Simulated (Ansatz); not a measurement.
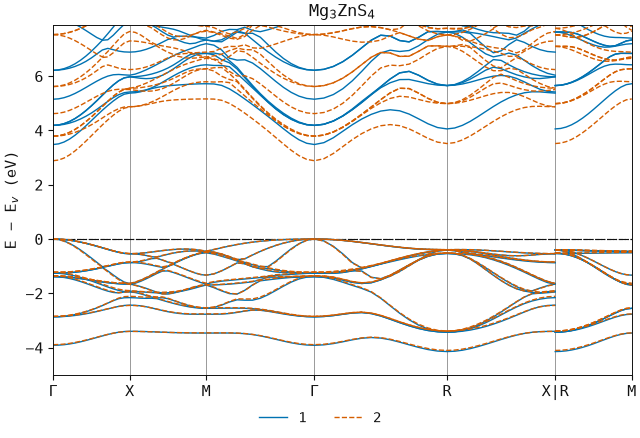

Band structures of Mg₃ZnS₄, space group P-43m, 8 atoms in the cell, by two methods on the same cell. Each is counted from its own valence-band top.

Which curve is which? The methods: r2SCAN, PBE.

1 is r2SCAN; 2 is PBE. r2SCAN gives a gap of 3.48 eV along the path and PBE gives a gap of 2.88 eV along the path.

Settings. r2SCAN: DFT r2SCAN, scalar-relativistic, plane waves, PAW, no spin polarisation, 4×4×4 k mesh, 500 eV cutoff, Gaussian smearing of 0.02 eV (Ansatz 0.2.0). PBE: DFT PBE, scalar-relativistic, plane waves, PAW, no spin polarisation, 4×4×4 k mesh, 420 eV cutoff (Ansatz 0.2.0).

The structure is an invented one, so it need not be a known or stable phase.
